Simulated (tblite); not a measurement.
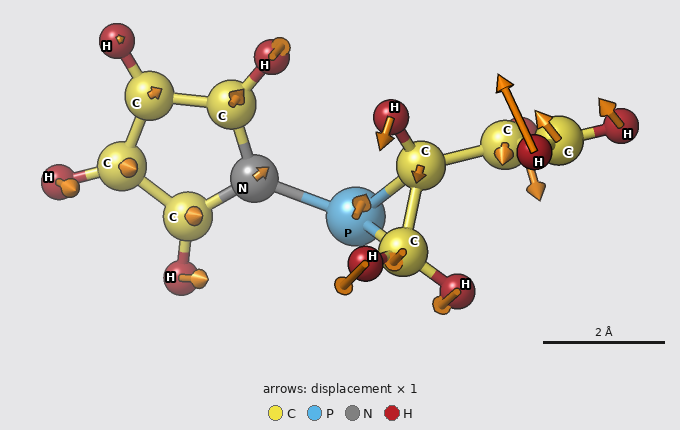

A relaxation of C₈H₁₀NP. The starting structure is drawn; orange arrows show the displacements, at their true length. The two geometries are superimposed by the best rigid fit.

Style: ball-and-stick. Shown at a tilt.

All numbers below come from GFN2-xTB geometry optimisation, gas phase (tblite). 

Which element moves most?

Hydrogen: up to 1.46 Å, against 0.79 Å for carbon.

Describe the change and its energy.

The largest move after the best rigid fit is that of an H atom, 1.46 Å. Largest moves by element: H 1.46 Å, C 0.79 Å, P 0.64 Å, N 0.33 Å. Near-neighbour distances that change, for instance: N–P 1.792 → 1.729 Å, C–C 1.352 → 1.414 Å, C–H 1.134 → 1.082 Å, C–N 1.329 → 1.370 Å. Bond angles that change, for instance: C–P–N 121.2° → 98.9°, C–P–N 112.9° → 97.9°, C–C–H 121.5° → 130.5°. Groups turn about C–C by about 75°, N–P by about 45°. After 135 geometry steps the energy has fallen by 1.115 eV. The run took 1.7 s on 1 thread of AMD EPYC 7R13 Processor, on a shared host.
